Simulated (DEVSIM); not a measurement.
Device: Au/SiO2/n-Si capacitor, at 300 K.

```tsv
layer (left to right)	material	thickness (nm)	Nd (cm⁻³)
1	SiO2	3.50	-
2	Si	14000	1.8e15
```

Metal gate on the left, work function 5.1 eV. Fixed charge at the semiconductor interface 0 cm⁻² (in units of +e); no interface traps.

Constants are typed, rounded textbook-type inputs, not results; the design itself was drawn at random and stands for no fabricated device. Values at 300 K.

```
parameter      SiO2       Si
-------------  ----  -------
gap (eV)          9    1.124
affinity (eV)   0.9     4.05
permittivity    3.9     11.7
Nc (cm⁻³)         -  2.86e19
Nv (cm⁻³)         -   3.1e19
```

DEVSIM, 1D Poisson equation in equilibrium, Boltzmann statistics, complete ionisation; no quantum confinement or tunnelling. Metal contacts follow the ideal Schottky-Mott rule: no Fermi-level pinning, no interface dipoles.

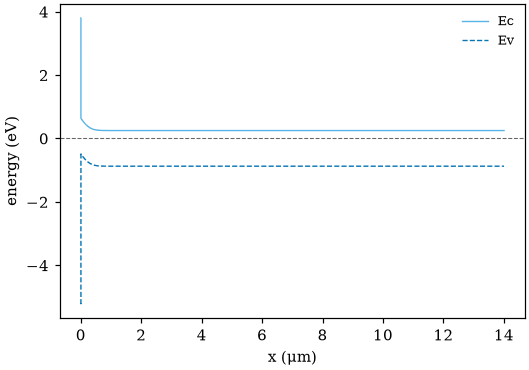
*Band edges at 0.4 V on the gate*

Energies count from the Fermi level of the right contact; mesh points crowd at the junctions.

```csv
x (μm),Ec (eV),Ev (eV),n (cm⁻³),p (cm⁻³),field (V/cm)
0.000,3.800,-5.200,< 1e2,< 1e2,-42000
0.001194,3.795,-5.205,< 1e2,< 1e2,-42000
0.002512,3.789,-5.211,< 1e2,< 1e2,-42000
0.003624,0.635,-0.489,6.1e8,1.9e11,-14000
0.006406,0.631,-0.493,7.1e8,1.6e11,-14000
0.01183,0.624,-0.500,9.6e8,1.2e11,-14000
0.02525,0.605,-0.519,2.0e9,5.9e10,-14000
0.07486,0.541,-0.583,2.3e10,5.1e9,-12000
0.1774,0.431,-0.693,1.6e12,7.2e7,-9300
0.4109,0.288,-0.836,4.1e14,280000,-3200
0.9885,0.250,-0.874,1.8e15,65000,-13
3.125,0.250,-0.874,1.8e15,65000,≈ 0
7.237,0.250,-0.874,1.8e15,65000,≈ 0
11.20,0.250,-0.874,1.8e15,65000,≈ 0
13.12,0.250,-0.874,1.8e15,65000,≈ 0
13.64,0.250,-0.874,1.8e15,65000,≈ 0
13.85,0.250,-0.874,1.8e15,65000,≈ 0
13.94,0.250,-0.874,1.8e15,65000,≈ 0
13.98,0.250,-0.874,1.8e15,65000,≈ 0
14.00,0.250,-0.874,1.8e15,65000,≈ 0
14.00,0.250,-0.874,1.8e15,65000,≈ 0
14.00,0.250,-0.874,1.8e15,65000,≈ 0
```
